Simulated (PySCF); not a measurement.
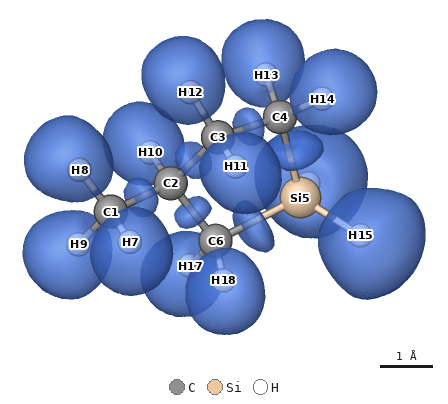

C5H12Si. Isosurface of the electron localisation function at 0.85 (blue), seen at a tilt. Only the valence region is drawn (cores and ρ < 0.01 e/Å³ removed).

Geometry: GFN2-xTB.

Method: PBE0/pcSseg-1, SCF density, gas phase, non-relativistic (PySCF).

```xyz
18

C     2.1345   -0.4147   -0.3072
C     0.6313   -0.2199   -0.4686
C    -0.1687   -1.0501    0.5371
C    -1.6497   -0.6939    0.3908
Si   -1.6570    1.1843    0.0669
C     0.2146    1.2444   -0.2815
H     2.4492   -0.1239    0.6938
H     2.4067   -1.4572   -0.4617
H     2.6788    0.1929   -1.0276
H     0.3425   -0.5365   -1.4775
H     0.1693   -0.7974    1.5451
H     0.0022   -2.1186    0.3868
H    -2.0736   -1.2328   -0.4578
H    -2.2118   -1.0018    1.2705
H    -2.0425    1.9744    1.2402
H    -2.4810    1.5563   -1.0868
H     0.4954    1.8411   -1.1478
H     0.7509    1.6597    0.5736
```

> What do the ELF domains correspond to?

The ELF exceeds this value in four regions between bonded C–C atoms (shared pairs), two regions between bonded C–Si atoms (shared pairs) and twelve regions around hydrogen nuclei. Profiles from the grid: C–C (1.52 Å): the ELF peaks at about 0.95 between the atoms: localised, covalent bonding. C–Si (1.90 Å): the ELF peaks at about 0.95 between the atoms (a covalent bond).
